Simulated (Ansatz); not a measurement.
C3H12BNSi: several calculations on one system

### Relaxation

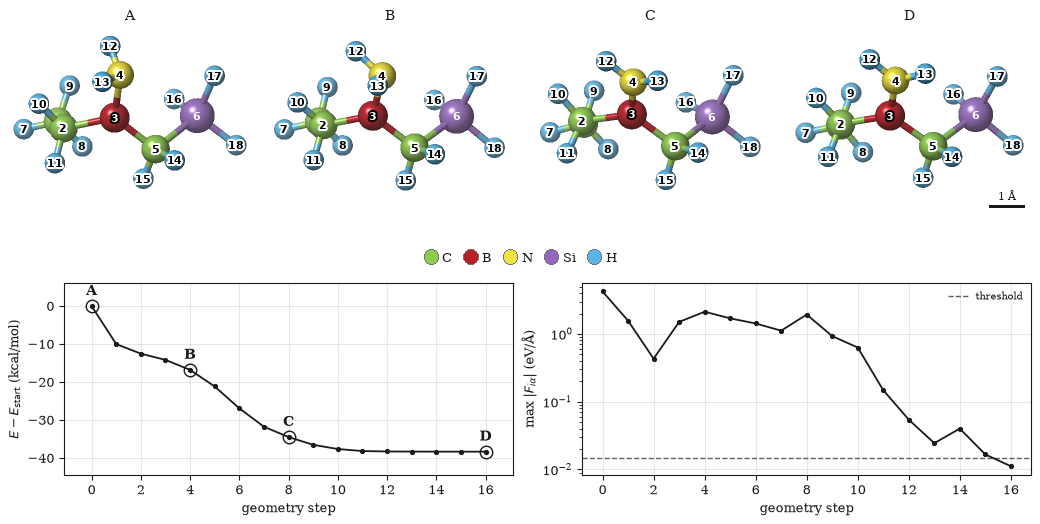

Frames of a relaxation of C3H12BNSi, marked on the history of the run. The picture is a ball-and-stick view, seen from a free direction.

The run prepares an end point of a later path (inversion) calculation, from a guessed geometry.

Theory: Ansatz 0.2.0, RKS B3LYP/6-31G*.

Input file:
```yaml
crystal:
  periodic: [false, false, false]
  atoms:
    - { symbol: C, position_ang: [0.7296, -2.0332, -0.2095] }
    - { symbol: C, position_ang: [1.1946, -0.7228, -0.8936] }
    - { symbol: B, position_ang: [0.4409, 0.5855, -0.3284] }
    - { symbol: "N", position_ang: [1.3539, 1.641, 0.4405] }
    - { symbol: C, position_ang: [-1.0805, 0.8105, -0.5769] }
    - { symbol: Si, position_ang: [-1.9997, 0.774, 1.0665] }
    - { symbol: H, position_ang: [1.2512, -2.8656, -0.6224] }
    - { symbol: H, position_ang: [-0.3648, -2.1072, -0.4274] }
    - { symbol: H, position_ang: [0.8544, -1.9269, 0.9184] }
    - { symbol: H, position_ang: [2.2942, -0.6369, -0.6934] }
    - { symbol: H, position_ang: [1.0124, -0.7773, -1.9665] }
    - { symbol: H, position_ang: [1.7419, 1.1566, 1.2753] }
    - { symbol: H, position_ang: [2.001, 1.9735, -0.2023] }
    - { symbol: H, position_ang: [-1.2622, 1.8193, -1.0183] }
    - { symbol: H, position_ang: [-1.489, 0.0148, -1.2236] }
    - { symbol: H, position_ang: [-1.7889, -0.5217, 1.7142] }
    - { symbol: H, position_ang: [-1.4813, 1.8413, 1.9579] }
    - { symbol: H, position_ang: [-3.4453, 0.9864, 0.8413] }
basis:
  gaussian: { orbitals: "6-31G*" }
hamiltonian:
  xc: b3lyp
relax:
  f_tol: 0.015
  max_steps: 40
```

Run as
```bash
ansatz run input.yaml --threads 2 --pin off --max-ram 3072MiB --backend cpu --events-out ev --progress --plain --runs-dir out
```

> What happens along the run?

The largest move after the best rigid fit is that of H13, 1.31 Å. Largest moves by element: H 1.31 Å, N 0.21 Å, C 0.17 Å, B 0.15 Å, Si 0.06 Å. Some distances before and after: B3–N4 1.593 → 1.406 Å, C1–H9 1.140 → 1.097 Å, N4–H13 0.971 → 1.012 Å, B3–C5 1.558 → 1.590 Å. Among the angles between lasting bonds that change: B3–N4–H13 106.8° → 123.9°, B3–N4–H12 107.0° → 122.9°, H7–C1–H9 113.7° → 107.4°. The energy falls by 38.3 kcal/mol in 16 geometry steps. The largest force component goes from 4.2 to 0.011 eV/Å. From step 0 to 4: H12 moves most (0.53 Å), energy −16.8 kcal/mol. From step 4 to 8: H12 moves most (0.74 Å), energy −17.7 kcal/mol. From step 8 to 16: H13 moves most (0.48 Å), energy −3.85 kcal/mol.

```json
{"step": "0", "E − E(0), kcal/mol": "0.00", "largest force component, eV/Å": "4.2300"}
{"step": "1", "E − E(0), kcal/mol": "-10.01", "largest force component, eV/Å": "1.5644"}
{"step": "2", "E − E(0), kcal/mol": "-12.53", "largest force component, eV/Å": "0.4312"}
{"step": "3", "E − E(0), kcal/mol": "-14.17", "largest force component, eV/Å": "1.5034"}
{"step": "4", "E − E(0), kcal/mol": "-16.81", "largest force component, eV/Å": "2.1258"}
{"step": "5", "E − E(0), kcal/mol": "-21.17", "largest force component, eV/Å": "1.6969"}
{"step": "6", "E − E(0), kcal/mol": "-26.92", "largest force component, eV/Å": "1.4266"}
{"step": "7", "E − E(0), kcal/mol": "-31.76", "largest force component, eV/Å": "1.1163"}
{"step": "8", "E − E(0), kcal/mol": "-34.48", "largest force component, eV/Å": "1.9320"}
{"step": "9", "E − E(0), kcal/mol": "-36.52", "largest force component, eV/Å": "0.9282"}
{"step": "10", "E − E(0), kcal/mol": "-37.63", "largest force component, eV/Å": "0.6302"}
{"step": "11", "E − E(0), kcal/mol": "-38.16", "largest force component, eV/Å": "0.1477"}
{"step": "12", "E − E(0), kcal/mol": "-38.27", "largest force component, eV/Å": "0.0543"}
{"step": "13", "E − E(0), kcal/mol": "-38.30", "largest force component, eV/Å": "0.0244"}
{"step": "14", "E − E(0), kcal/mol": "-38.32", "largest force component, eV/Å": "0.0400"}
{"step": "15", "E − E(0), kcal/mol": "-38.32", "largest force component, eV/Å": "0.0167"}
{"step": "16", "E − E(0), kcal/mol": "-38.33", "largest force component, eV/Å": "0.0112"}
```

### Relaxation

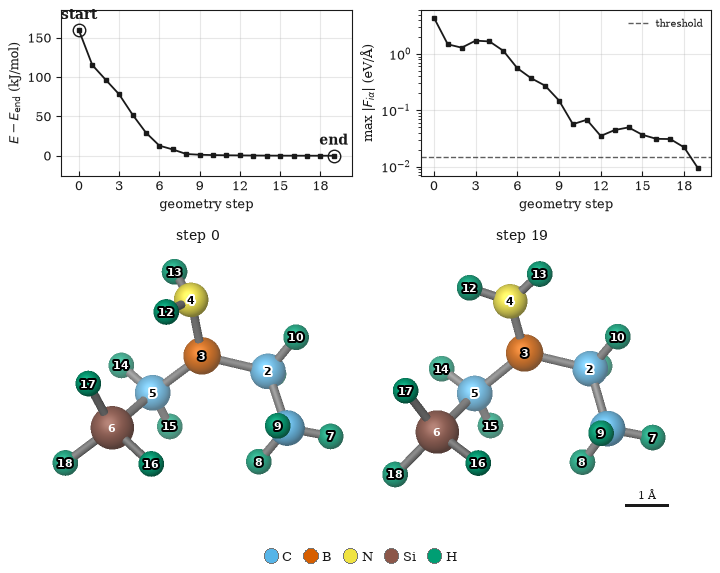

First and last geometry of a relaxation of C3H12BNSi, with the history of the run. A ball-and-stick model, seen at a tilt.

The run prepares an end point of a later path (inversion) calculation, from a guessed geometry.

Method: RKS B3LYP/6-31G* in Ansatz.

The input:
```yaml
crystal:
  periodic: [false, false, false]
  atoms:
    - { symbol: C, position_ang: [0.7296, -2.0332, -0.2095] }
    - { symbol: C, position_ang: [1.1946, -0.7228, -0.8936] }
    - { symbol: B, position_ang: [0.4409, 0.5855, -0.3284] }
    - { symbol: "N", position_ang: [1.3539, 1.641, 0.4405] }
    - { symbol: C, position_ang: [-1.0805, 0.8105, -0.5769] }
    - { symbol: Si, position_ang: [-1.9997, 0.774, 1.0665] }
    - { symbol: H, position_ang: [1.2512, -2.8656, -0.6224] }
    - { symbol: H, position_ang: [-0.3648, -2.1072, -0.4274] }
    - { symbol: H, position_ang: [0.8544, -1.9269, 0.9184] }
    - { symbol: H, position_ang: [2.2942, -0.6369, -0.6934] }
    - { symbol: H, position_ang: [1.0124, -0.7773, -1.9665] }
    - { symbol: H, position_ang: [0.93042, 1.78219, 1.38008] }
    - { symbol: H, position_ang: [1.41284, 2.42693, -0.12635] }
    - { symbol: H, position_ang: [-1.2622, 1.8193, -1.0183] }
    - { symbol: H, position_ang: [-1.489, 0.0148, -1.2236] }
    - { symbol: H, position_ang: [-1.7889, -0.5217, 1.7142] }
    - { symbol: H, position_ang: [-1.4813, 1.8413, 1.9579] }
    - { symbol: H, position_ang: [-3.4453, 0.9864, 0.8413] }
basis:
  gaussian: { orbitals: "6-31G*" }
hamiltonian:
  xc: b3lyp
relax:
  f_tol: 0.015
  max_steps: 40
output:
  orbitals: {}
```

Launched with:
```bash
ansatz run input.yaml --threads 2 --pin off --max-ram 3072MiB --backend cpu --events-out ev --progress --plain --runs-dir out
```

Did the run converge, and what did it change?

Answer. It converged. H13 moves most after the best rigid fit: 1.21 Å. Largest moves by element: H 1.21 Å, N 0.27 Å, Si 0.12 Å, C 0.12 Å, B 0.08 Å. Among the contacts that change: B3–N4 1.593 → 1.407 Å, C1–H9 1.140 → 1.097 Å, N4–H13 0.971 → 1.011 Å, B3–C5 1.558 → 1.590 Å. Among the angles between lasting bonds that change: B3–N4–H12 107.0° → 123.9°, B3–N4–H13 106.8° → 122.9°, H7–C1–H9 113.7° → 107.4°. The energy falls by 159.8 kJ/mol in 19 geometry steps. Largest force component: 4.4 eV/Å at the start, 0.0093 eV/Å at the end.

### Path

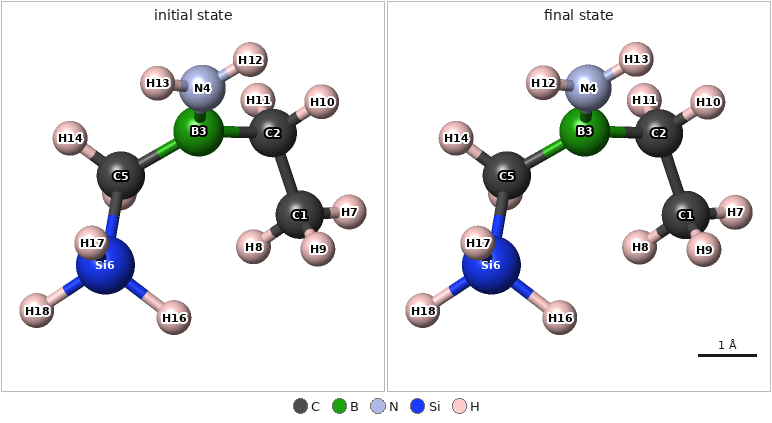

The two relaxed end points of a path for C$_{3}$H$_{12}$BNSi. The picture is a ball-and-stick view, seen at a tilt.

The calculation used RKS B3LYP/6-31G* in Ansatz 0.2.0.

Input file:
```yaml
crystal:
  periodic: [false, false, false]
  atoms:
    - { symbol: C, position_ang: [0.57801, -2.093898, -0.227937] }
    - { symbol: C, position_ang: [1.273685, -0.826549, -0.762464] }
    - { symbol: B, position_ang: [0.594568, 0.550174, -0.339014] }
    - { symbol: "N", position_ang: [1.390172, 1.554195, 0.241583] }
    - { symbol: C, position_ang: [-0.955147, 0.831043, -0.560378] }
    - { symbol: Si, position_ang: [-1.94191, 0.789758, 1.050978] }
    - { symbol: H, position_ang: [1.065021, -3.007239, -0.59061] }
    - { symbol: H, position_ang: [-0.472319, -2.1386, -0.539563] }
    - { symbol: H, position_ang: [0.5922, -2.127584, 0.867976] }
    - { symbol: H, position_ang: [2.335254, -0.847725, -0.473156] }
    - { symbol: H, position_ang: [1.269539, -0.869737, -1.864276] }
    - { symbol: H, position_ang: [2.376969, 1.43436, 0.426957] }
    - { symbol: H, position_ang: [1.039485, 2.461469, 0.519966] }
    - { symbol: H, position_ang: [-1.113554, 1.829122, -0.994891] }
    - { symbol: H, position_ang: [-1.403279, 0.108072, -1.253794] }
    - { symbol: H, position_ang: [-1.710111, -0.469346, 1.812137] }
    - { symbol: H, position_ang: [-1.547145, 1.926599, 1.932415] }
    - { symbol: H, position_ang: [-3.409038, 0.907187, 0.805872] }
basis:
  gaussian: { orbitals: "6-31G*" }
hamiltonian:
  xc: b3lyp
neb:
  order_check: false
  images: 5
  f_tol: 0.03
  max_iterations: 55
  initial_path: idpp
  final_atoms:
    - { symbol: C, position_ang: [0.57627384, -2.09451016, -0.22672628] }
    - { symbol: C, position_ang: [1.27307286, -0.82678126, -0.75862594] }
    - { symbol: B, position_ang: [0.59432514, 0.55126873, -0.33921451] }
    - { symbol: "N", position_ang: [1.39128031, 1.55667819, 0.23744942] }
    - { symbol: C, position_ang: [-0.95482871, 0.83297595, -0.56102491] }
    - { symbol: Si, position_ang: [-1.94119811, 0.78775793, 1.05033222] }
    - { symbol: H, position_ang: [1.06302289, -3.00721105, -0.59116588] }
    - { symbol: H, position_ang: [-0.47399515, -2.13823741, -0.53874861] }
    - { symbol: H, position_ang: [0.59012109, -2.13052353, 0.86916248] }
    - { symbol: H, position_ang: [2.33391122, -0.84814582, -0.46652863] }
    - { symbol: H, position_ang: [1.27224873, -0.8695944, -1.86072374] }
    - { symbol: H, position_ang: [1.04237761, 2.46546153, 0.5128996] }
    - { symbol: H, position_ang: [2.37803208, 1.43614152, 0.42246006] }
    - { symbol: H, position_ang: [-1.11317311, 1.83210748, -0.99249758] }
    - { symbol: H, position_ang: [-1.40286281, 0.11201391, -1.25624733] }
    - { symbol: H, position_ang: [-1.71167276, -0.47342384, 1.80788495] }
    - { symbol: H, position_ang: [-1.54616739, 1.92067519, 1.93601813] }
    - { symbol: H, position_ang: [-3.40836775, 0.90464803, 0.80709754] }
```

Launched with:
```bash
ansatz run input.yaml --threads 2 --pin off --max-ram 3072MiB --backend cpu --events-out ev --progress --plain --runs-dir out
```

Q: What barrier does the band find between them, and by what path?

A: The barrier is about 1.07 eV in both directions, with image 3 at the top; the ends have the same energy. The motion is an umbrella inversion at N4. No bond forms or breaks between the ends. Among the angles between lasting bonds that change up to the highest image: B3–N4–H13 123.9° → 109.4°, B3–N4–H12 122.9° → 109.1°. The band converged in 25 iterations, with a climbing image at the top. At the top, the vibrational analysis gives one imaginary mode (524i cm⁻¹), as a transition state must have.

Energies of the converged images:

| image | path (Å) | E (eV) |
| --- | --- | --- |
| 0 | 0.00 | 0.000 |
| 1 | 1.35 | 0.014 |
| 2 | 2.70 | 0.170 |
| 3 | 4.05 | 1.071 |
| 4 | 5.41 | 0.183 |
| 5 | 6.76 | 0.014 |
| 6 | 8.12 | 0.000 |

The geometry at the top of the path:

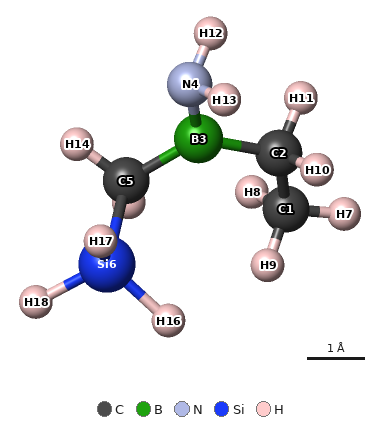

Cost: 7.3 min on 2 threads of Arm Neoverse V2 (shared host), peak memory 0.3 GiB.
